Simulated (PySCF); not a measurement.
C4H4OS: NMR shielding calculation

C4H4OS, SMILES Sc1ccco1, computed with GIAO PBE0/pcSseg-1 NMR shielding, non-relativistic, gas phase (PySCF 2.14.0).

The geometry comes from this level: GFN2-xTB, MD frame at 8400 fs, 900 K. Figures and captions count atoms from 1; the log counts them from 0 in places.

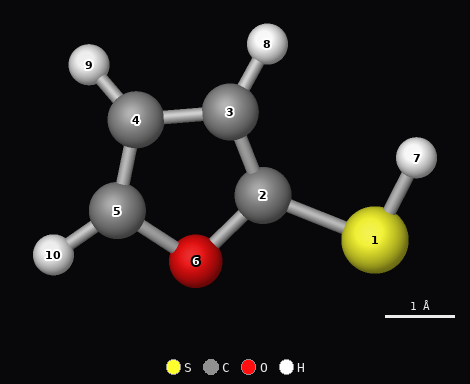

*The structure (ball-and-stick view, seen at an oblique angle; atoms are numbered from 1 in the order of the input).*

Bond lengths as drawn: C–C 1.37 to 1.38 Å, C–H 1.10 to 1.14 Å, C–O 1.39 to 1.42 Å, C–S 1.76 Å and H–S 1.39 Å.

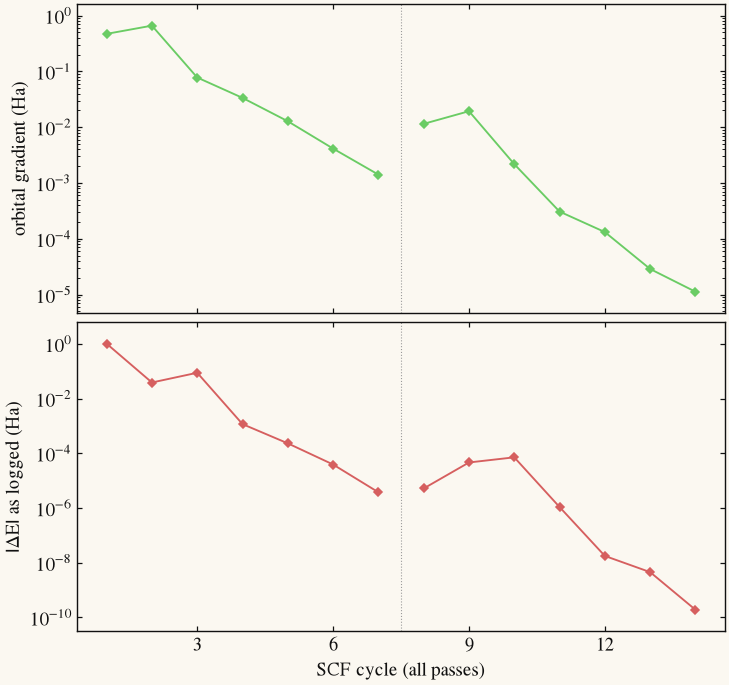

*Convergence of the self-consistent field: orbital gradient and size of the energy change against the SCF cycle. The dotted line marks the change from a coarse to the final integration grid.*

The first 7 cycles use a coarse grid, the final grid takes over at cycle 8, and the field converges after 14 cycles in all.

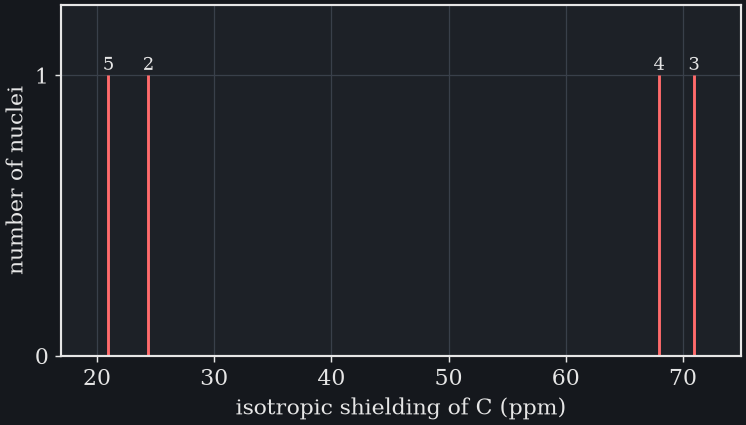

*Isotropic shieldings of the carbon nuclei in this fixed geometry, labelled by atom number; shielding grows to the right, so chemical shift grows to the left.*

The least shielded is C5 (21.0 ppm), the most shielded C3 (70.9 ppm).

These pictures come from the run below.

**Input**
```
{"job": {"kind": "nmr", "xc": "PBE0", "basis": "pcSseg-1", "pop": false}, "charge": 0, "multiplicity": 1}
S      3.017708     9.222279    -0.290396
C      2.671724     7.530746     0.055496
C      2.077246     6.940553     1.149782
C      2.264926     5.580752     0.986884
C      3.146195     5.435263    -0.051831
O      3.356500     6.641666    -0.762346
H      2.303144     9.715701     0.800290
H      1.263062     7.384698     1.801107
H      1.524637     4.813076     1.254866
H      3.628472     4.566470    -0.618426
```

The first line tells a small driver script what to run in PySCF; the rest is the geometry in Å.

Launched with:
```bash
OMP_NUM_THREADS=1 python <driver script> task.json out
```

**The program's output**
```
coarse grid: 9536 points
cycle   1  E = -627.6329163955  dE =  1.017e+00  |g| = 4.700e-01  |ddm| = 3.095e+00
cycle   2  E = -627.5941846645  dE =  3.873e-02  |g| = 6.595e-01  |ddm| = 7.972e-01
cycle   3  E = -627.6821123889  dE = -8.793e-02  |g| = 7.764e-02  |ddm| = 4.518e-01
cycle   4  E = -627.6832798102  dE = -1.167e-03  |g| = 3.352e-02  |ddm| = 9.985e-02
cycle   5  E = -627.6835109482  dE = -2.311e-04  |g| = 1.278e-02  |ddm| = 3.911e-02
cycle   6  E = -627.6835498665  dE = -3.892e-05  |g| = 4.136e-03  |ddm| = 1.520e-02
cycle   7  E = -627.6835536258  dE = -3.759e-06  |g| = 1.413e-03  |ddm| = 4.808e-03
final grid: 89280 points
cycle   8  E = -627.7327322127  dE = -5.174e-06  |g| = 1.148e-02  |ddm| = 2.255e-02
cycle   9  E = -627.7326860100  dE =  4.620e-05  |g| = 1.934e-02  |ddm| = 2.271e-02
cycle  10  E = -627.7327572406  dE = -7.123e-05  |g| = 2.178e-03  |ddm| = 1.409e-02
cycle  11  E = -627.7327583269  dE = -1.086e-06  |g| = 3.075e-04  |ddm| = 2.204e-03
cycle  12  E = -627.7327583446  dE = -1.768e-08  |g| = 1.321e-04  |ddm| = 3.509e-04
cycle  13  E = -627.7327583491  dE = -4.525e-09  |g| = 2.879e-05  |ddm| = 1.635e-04
cycle  14  E = -627.7327583493  dE = -1.905e-10  |g| = 1.127e-05  |ddm| = 3.888e-05
converged SCF energy = -627.7327583493

GIAO shielding tensors (ppm)
atom      isotropic    diamagn.    paramagn.     s11        s22        s33       span
  0 S      479.142    1043.749    -564.607    233.390    465.012    739.025    505.635
  1 C       24.382     249.367    -224.984    -46.335     31.743     87.738    134.073
  2 C       70.933     269.501    -198.568    -12.143     84.559    140.385    152.529
  3 C       67.952     248.110    -180.158    -20.706     64.323    160.241    180.947
  4 C       20.970     264.973    -244.003    -42.198     18.006     87.102    129.300
  5 O      -16.562     404.022    -420.583   -141.818   -121.095    213.229    355.047
  6 H       26.624      19.765       6.859     19.798     26.267     33.808     14.010
  7 H       24.484      32.239      -7.755     21.522     25.114     26.817      5.295
  8 H       24.446      37.225     -12.778     22.569     24.668     26.102      3.533
  9 H       23.113      36.042     -12.929     19.966     23.127     26.248      6.282
```

**Results in brief**

| quantity | value |
| --- | --- |
| outcome | converged |
| total energy | −627.732758 hartree |
| HOMO | −5.99 eV |
| LUMO | −0.51 eV |
| dipole moment | 1.91 D |
| isotropic shielding, S | 479.1 ppm |
| isotropic shielding, C | 21.0 to 70.9 ppm |
| isotropic shielding, O | −16.6 ppm |
| isotropic shielding, H | 23.1 to 26.6 ppm |
| hardware | 1 CPU thread, shared host |
| wall time | 7.8 s |
| peak memory | 0.64 GiB |
